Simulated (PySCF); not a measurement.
**N2H (dinitrogen monohydride) at NEVPT2(3,3)/STO-3G**

What is the energy change on altering one bond length of N2H (dinitrogen monohydride) at NEVPT2(3,3)/STO-3G? The job is set up through a Python script.

The results are computed with PySCF 2.14.0.

9 further runs of the same task are left out: 9 set aside as unsound or not needed.

### Step 1. The system as given

N2H: 3 atoms, total charge 0, spin state doublet. SMILES: `[N]=N`. The coordinates come from a PBE0-D4/def2-TZVP relaxation.

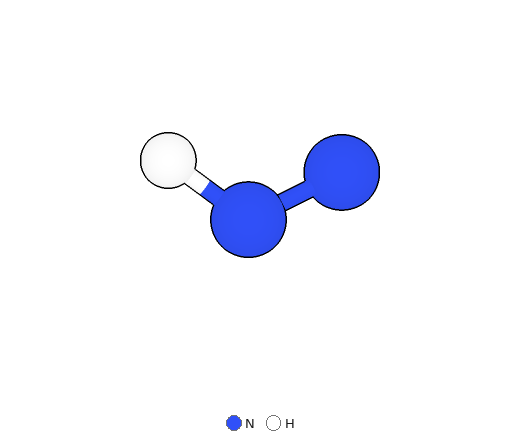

The structure, seen from a chosen angle (nitrogen blue, hydrogen white).

### Step 2. The energy at NEVPT2(3,3)/STO-3G

Contents of input.py:

```python
import numpy
from pyscf import gto, scf, mp, mcscf, mrpt

mol = gto.M(
    atom='''
N      1.342707    -1.146535     0.616391
N     -0.507694    -0.411412    -0.321442
H     -0.835013     1.557947    -0.294948
''',
    verbose=4,
    basis='sto-3g',
    max_memory=1860,
    spin=1,
    charge=0,
    unit='bohr',
)

mf = mol.ROHF()
mf.conv_tol = 1e-10
mf.kernel()
if not mf.converged:
    mf = mf.newton().run(mf.mo_coeff, mf.mo_occ)

pt = mp.MP2(scf.addons.convert_to_uhf(mf)).run()
noons, natorbs = mcscf.addons.make_natural_orbitals(pt)
print('natural occupations', numpy.round(noons[:40], 4))
cas = mcscf.CASSCF(mf, 3, 3)
cas.fix_spin_(ss=0.75)
cas.natorb = True
cas.kernel(natorbs)
e_pt2 = mrpt.NEVPT(cas).kernel()
energy = cas.e_tot + e_pt2
print('Final energy', energy)
```

Started as:

```sh
$ OMP_NUM_THREADS=1 python input.py
```

What it wrote:

```text
PySCF version 2.14.0

[INPUT] num. atoms = 3
[INPUT] num. electrons = 15
[INPUT] charge = 0
[INPUT] spin (= nelec alpha-beta = 2S) = 1
[INPUT] symmetry False subgroup None
[INPUT] Mole.unit = bohr
[INPUT] Symbol           X                Y                Z      unit          X                Y                Z       unit  Magmom
[INPUT]  1 N      0.710529945343  -0.606720193522   0.326180070216 AA    1.342707000000  -1.146535000000   0.616391000000 Bohr   0.0
[INPUT]  2 N     -0.268660094921  -0.217709854699  -0.170099781033 AA   -0.507694000000  -0.411412000000  -0.321442000000 Bohr   0.0
[INPUT]  3 H     -0.441869850422   0.824430048221  -0.156079760006 AA   -0.835013000000   1.557947000000  -0.294948000000 Bohr   0.0

nuclear repulsion = 27.71968585865
number of shells = 7
number of NR pGTOs = 33
number of NR cGTOs = 11
basis = sto-3g
ecp = {}

******** <class 'pyscf.scf.rohf.ROHF'> ********
method = ROHF
initial guess = minao
damping factor = 0
level_shift factor = 0
DIIS = <class 'pyscf.scf.diis.CDIIS'>
diis_start_cycle = 1
diis_space = 8
diis_damp = 0
SCF conv_tol = 1e-10
SCF conv_tol_grad = None
SCF max_cycles = 50
direct_scf = True
direct_scf_tol = 1e-13
num. doubly occ = 7  num. singly occ = 1
Set gradient conv threshold to 1e-05
init E= -108.165531827699
  HOMO = 0.0036992183361606  LUMO = 0.113843602435872  gap/eV = 2.99718
cycle= 1 E= -107.961998972337  delta_E= 0.204  |g|= 0.179  |ddm|= 1.87
  HOMO = -0.00139475400759226  LUMO = 0.297065871092767  gap/eV = 8.12153
cycle= 2 E= -107.971186752758  delta_E= -0.00919  |g|= 0.165  |ddm|= 0.271
  HOMO = -0.0256223659559711  LUMO = 0.288076715802244  gap/eV = 8.53619
cycle= 3 E= -107.978708501773  delta_E= -0.00752  |g|= 0.0264  |ddm|= 0.126
  HOMO = -0.0291272056786831  LUMO = 0.284053604660011  gap/eV = 8.52208
cycle= 4 E= -107.979580430771  delta_E= -0.000872  |g|= 0.014  |ddm|= 0.0671
  HOMO = -0.0316166183178235  LUMO = 0.28363754193026  gap/eV = 8.57850
cycle= 5 E= -107.979778268332  delta_E= -0.000198  |g|= 0.00413  |ddm|= 0.0313
  HOMO = -0.0319341154194304  LUMO = 0.28335168129137  gap/eV = 8.57936
cycle= 6 E= -107.979811576665  delta_E= -3.33e-05  |g|= 0.00125  |ddm|= 0.0134
  HOMO = -0.0320049208730726  LUMO = 0.283357459845359  gap/eV = 8.58145
cycle= 7 E= -107.979815421641  delta_E= -3.84e-06  |g|= 0.000157  |ddm|= 0.00655
  HOMO = -0.0320428067178773  LUMO = 0.283335459087743  gap/eV = 8.58188
cycle= 8 E= -107.979815437356  delta_E= -1.57e-08  |g|= 2.54e-05  |ddm|= 0.000413
  HOMO = -0.0320334872983825  LUMO = 0.283333057358854  gap/eV = 8.58156
cycle= 9 E= -107.979815438109  delta_E= -7.53e-10  |g|= 8.86e-06  |ddm|= 0.000118
  HOMO = -0.0320314894845424  LUMO = 0.283335438084784  gap/eV = 8.58157
cycle= 10 E= -107.979815438209  delta_E= -1e-10  |g|= 4.05e-07  |ddm|= 3.13e-05
  HOMO = -0.0320316447158828  LUMO = 0.283335341136908  gap/eV = 8.58157
cycle= 11 E= -107.979815438209  delta_E= -1.14e-13  |g|= 8.72e-08  |ddm|= 1.56e-06
  HOMO = -0.0320316758506274  LUMO = 0.28333531482508  gap/eV = 8.58157
Extra cycle  E= -107.979815438209  delta_E= -5.68e-14  |g|= 3.83e-08  |ddm|= 1.54e-07
converged SCF energy = -107.979815438209

******** <class 'pyscf.mp.ump2.UMP2'> ********
nocc = (np.int64(8), np.int64(7)), nmo = (11, 11)
E(UMP2) = -108.093363738635  E_corr = -0.113548300425402
E(SCS-UMP2) = -108.093724417046  E_corr = -0.113908978836804
E_corr(same-spin) = -0.0257872865465516
E_corr(oppo-spin) = -0.0877610138788502
natural occupations [2.     2.     1.9966 1.9918 1.9812 1.9791 1.9459 1.0123 0.0588 0.0198
 0.0145]

******** <class 'pyscf.mcscf.mc1step.CASSCF'> ********
CAS (2e+1e, 3o), ncore = 6, nvir = 2
max_cycle_macro = 50
max_cycle_micro = 4
conv_tol = 1e-07
conv_tol_grad = None
orbital rotation max_stepsize = 0.02
orbital rotation threshold for CI restart = 0.01
augmented hessian ah_max_cycle = 30
augmented hessian ah_conv_tol = 1e-12
augmented hessian ah_linear dependence = 1e-14
augmented hessian ah_level shift = 1e-08
augmented hessian ah_start_tol = 2.5
augmented hessian ah_start_cycle = 3
augmented hessian ah_grad_trust_region = 3
kf_trust_region = 3
kf_interval = 4
ci_response_space = 4
ci_grad_trust_region = 3
with_dep4 0
natorb = True
canonicalization = True
sorting_mo_energy = False
ao2mo_level = 2
internal_rotation = False
******** <class 'pyscf.fci.addons.SpinPenaltyFCISolver'> ********
max. cycles = 50
conv_tol = 1e-08
davidson only = True
linear dependence = 1e-12
level shift = 0.001
max iter space = 12
nroots = 1
pspace_size = 400
spin = None
CASCI E = -108.023258084611  S^2 = 0.7500000
Set conv_tol_grad to 0.000316228
macro iter   1 (  9 JK    4 micro), CASSCF E = -108.023680639154  dE = -4.22554543e-04  S^2 = 0.7500000
               |grad[o]|=0.0222  |grad[c]|=0.000817  |ddm|=0.0234  |maxRot[o]|=0.0262
macro iter   2 (  5 JK    2 micro), CASSCF E = -108.023680690326  dE = -5.11723073e-08  S^2 = 0.7500000
               |grad[o]|=0.000265  |grad[c]|=1.52e-05  |ddm|=0.000147  |maxRot[o]|=0.000243
1-step CASSCF converged in   2 macro ( 14 JK   6 micro) steps
CASSCF canonicalization
Natural occ [1.89973504 1.         0.10026496]
Natural orbital (expansion on meta-Lowdin AOs) in CAS space
               #1        #2        #3
0 N 1s          -0.00000  -0.00038  -0.00000
0 N 2s          -0.00000  -0.00768   0.00000
0 N 2px         -0.32612  -0.27765  -0.35059
0 N 2py         -0.06220  -0.81498  -0.06687
0 N 2pz          0.59469  -0.23750   0.63932
1 N 1s           0.00000   0.00062   0.00000
1 N 2s          -0.00000  -0.18127  -0.00000
1 N 2px         -0.35059   0.20884   0.32612
1 N 2py         -0.06687   0.19449   0.06220
1 N 2pz          0.63932   0.13487  -0.59469
2 H 1s           0.00000   0.26412   0.00000
<CAS-nat-orb|mo-hf>  7      7        0.99975166
<CAS-nat-orb|mo-hf>  8      8       -0.99954730
<CAS-nat-orb|mo-hf>  9      9        0.99975166
CASSCF energy = -108.023680690326
CASCI E = -108.023680690326  E(CI) = -2.96649836999831  S^2 = 0.7500000

******** <class 'pyscf.mrpt.nevpt2.NEVPT'> ********
NEVPT2 (2e+1e, 3o), ncore = 6, nvir = 2
root = 0
Natural occ [1.89973504 1.         0.10026496]
Natural orbital (expansion on meta-Lowdin AOs) in CAS space
               #1        #2        #3
0 N 1s          -0.00000  -0.00038  -0.00000
0 N 2s          -0.00000  -0.00768   0.00000
0 N 2px         -0.32612  -0.27765  -0.35059
0 N 2py         -0.06220  -0.81498  -0.06687
0 N 2pz          0.59469  -0.23750   0.63932
1 N 1s           0.00000   0.00062   0.00000
1 N 2s          -0.00000  -0.18127  -0.00000
1 N 2px         -0.35059   0.20884   0.32612
1 N 2py         -0.06687   0.19449   0.06220
1 N 2pz          0.63932   0.13487  -0.59469
2 H 1s           0.00000   0.26412   0.00000
<CAS-nat-orb|mo-hf>  7      7        0.99975166
<CAS-nat-orb|mo-hf>  8      8       -0.99954730
<CAS-nat-orb|mo-hf>  9      9        0.99975166
Sr    (-1)',   E = -0.00088094747655
Si    (+1)',   E = -0.00929525311591
Sijrs (0)  ,   E = -0.02180399532590
Sijr  (+1) ,   E = -0.00865559471866
Srsi  (-1) ,   E = -0.00194357282505
Srs   (-2) ,   E = -0.00021242287374
Sij   (+2) ,   E = -0.00247873168813
Sir   (0)' ,   E = -0.02652575093603
Nevpt2 Energy = -0.071796268959972
Final energy -108.09547695928619
```

Wall time 1.1 s (1 thread of AMD EPYC 7R43 (Zen 3), shared host); peak memory 0.12 GiB.

### Step 3. The distorted shape at the same level

Contents of job.py:

```python
import numpy
from pyscf import gto, scf, mp, mcscf, mrpt

mol = gto.M(
    atom='''
N      1.931888    -4.691415     0.568702
N      0.081487    -3.956293    -0.369132
H     -0.835013     1.557947    -0.294948
''',
    verbose=3,
    basis='sto-3g',
    unit='bohr',
    spin=1,
    max_memory=1860,
    charge=0,
)

calc0 = mol.ROHF()
calc0.conv_tol = 1e-10
calc0.kernel()
if not calc0.converged:
    calc0 = calc0.newton().run(calc0.mo_coeff, calc0.mo_occ)

pt = mp.MP2(scf.addons.convert_to_uhf(calc0)).run()
noons, natorbs = mcscf.addons.make_natural_orbitals(pt)
print('natural occupations', numpy.round(noons[:40], 4))
cas = mcscf.CASSCF(calc0, 3, 3)
cas.fix_spin_(ss=0.75)
cas.natorb = True
cas.kernel(natorbs)
e_pt2 = mrpt.NEVPT(cas).kernel()
energy = cas.e_tot + e_pt2
print('E(%s) = %.9f' % ('NEVPT2', energy))
```

Started as:

```sh
$ OMP_NUM_THREADS=1 python job.py
```

What it wrote:

```text
converged SCF energy = -107.964075638662
E(UMP2) = -108.144128773135  E_corr = -0.180053134472684
E(SCS-UMP2) = -108.138523238336  E_corr = -0.174447599673869
natural occupations [2.     2.     1.9962 1.9926 1.9735 1.9225 1.9224 1.     0.0827 0.0827
 0.0274]
CASSCF energy = -108.008073201516
CASCI E = -108.008073201516  E(CI) = -2.46613458456068  S^2 = 0.7500000
Sr    (-1)',   E = -0.00000635288193
Si    (+1)',   E = -0.00001053709230
Sijrs (0)  ,   E = -0.06652223350258
Sijr  (+1) ,   E = -0.00002255614864
Srsi  (-1) ,   E = -0.00001443431686
Srs   (-2) ,   E = -0.00023028430302
Sij   (+2) ,   E = -0.00275976155026
Sir   (0)' ,   E = -0.05518160608265
Nevpt2 Energy = -0.124747765878234
E(NEVPT2) = -108.132820967
```

Wall time 1.1 s (1 thread of AMD EPYC 7R43 (Zen 3), shared host); peak memory 0.12 GiB.

### Step 4. Outcome

At NEVPT2(3,3)/STO-3G:

| quantity | value |
| --- | --- |
| first shape: total energy | -108.09548 Eh |
| first shape: dipole moment (Hartree–Fock density) | 1.83 D |
| distorted shape: total energy | -108.13282 Eh |
| distorted shape: dipole moment (Hartree–Fock density) | 0.00 D |
| energy change with the N2–H3 bond stretched from 1.057 to 2.958 Å | -1.016 eV |

**Reading.** With the N2–H3 bond stretched from 1.057 to 2.958 Å the energy falls by 1.02 eV (98 kJ/mol). The first shape isn't relaxed at this level, so the change isn't measured from a minimum. The minimal basis adds a large error of its own.
